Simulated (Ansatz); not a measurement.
## Dissociation curves of CH3 (methyl radical)

The species is CH3 (4 atoms), meant as a doublet with charge 0. As SMILES, `[CH3]`. The shape is that of a PBE0-D4/def2-TZVP optimisation.

```xyz
4

C     0.0000    0.0000    0.0000
H     0.0912    0.9019    0.5872
H    -0.8832   -0.1676   -0.5987
H     0.7920   -0.7343    0.0114
```

The C1–H4 distance is scanned; the parts on either side stay rigid. Basis 6-31G(d), 1 core orbital frozen in the correlated methods; program Ansatz 0.2.0. FCI is exact within this basis and core. Energies in eV from each method's value at 1.080 Å; open shells run as named. The shape above is that at 1.080 Å.

```tsv
distance (Å)	UBLYP	U-revPBE	UB3LYP	U-r2SCAN0	U-wB97M-V	UHSE06	FCI
1.080	0.00	0.00	0.00	0.00	0.00	0.00	0.00
1.350	0.74	0.74	0.81	0.87	0.84	0.83	0.79
1.620	2.03	2.05	2.19	2.30	2.25	2.23	2.09
2.160	4.12	4.16	4.31	4.24	4.45	4.35	3.92
2.700	4.91	4.84	4.98	4.81	5.07	4.92	4.53
```

Departure from the FCI curve at its largest: UBLYP +0.38 eV at 2.70 Å; U-revPBE +0.31 eV at 2.70 Å; UB3LYP +0.45 eV at 2.70 Å; U-r2SCAN0 +0.33 eV at 2.16 Å; U-wB97M-V +0.54 eV at 2.16 Å; UHSE06 +0.43 eV at 2.16 Å. For the functionals part of the departure is owed to the small basis.

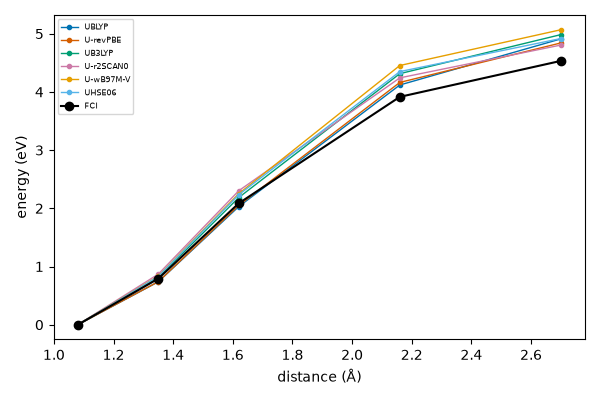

The curves of the table.
